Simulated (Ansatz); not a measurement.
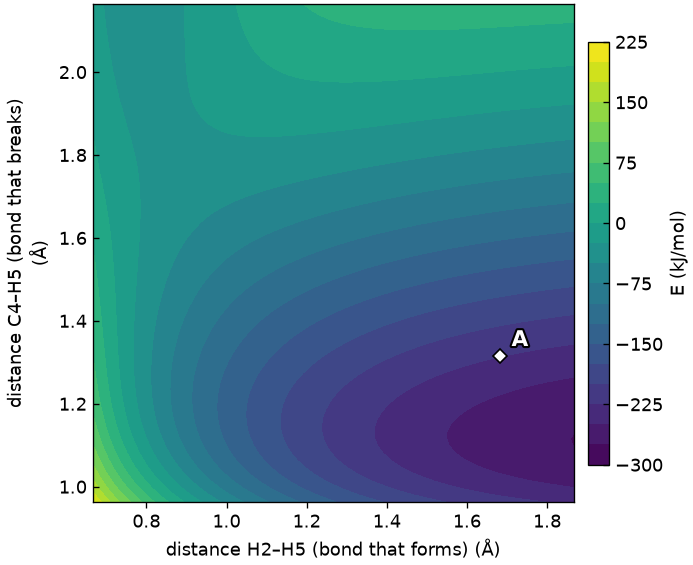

The reacting system CH6GeO (fragments CH₆GeO where the first distance is long, CH₄GeO + H₂ where the second is long). 
- Coordinates scanned: (1) distance H2–H5 (bond that forms); (2) distance C4–H5 (bond that breaks).
- Relaxed at each point: all other coordinates.
- The scan uses a 9 × 9 grid.
- Points are written as (first, second).
- All energies are given in kJ/mol relative to a guessed transition structure relaxed with its forming and breaking bonds held.
- The reference is spin-restricted, so regions where a bond is pulled apart into radicals lie too high.
- Method: Ansatz 0.2.0, RKS PBE0-D4/def2-SVP.

In the figure: filled contours, the point A. Between grid points the surface is interpolated.

**Which way does the force act at A, and how strong is it?**

A, at (1.682 Å, 1.315 Å), is not a stationary point. The computed force is 68 kJ/mol for each Å towards larger values of the first coordinate and 320 kJ/mol for each Å towards smaller values of the second coordinate.
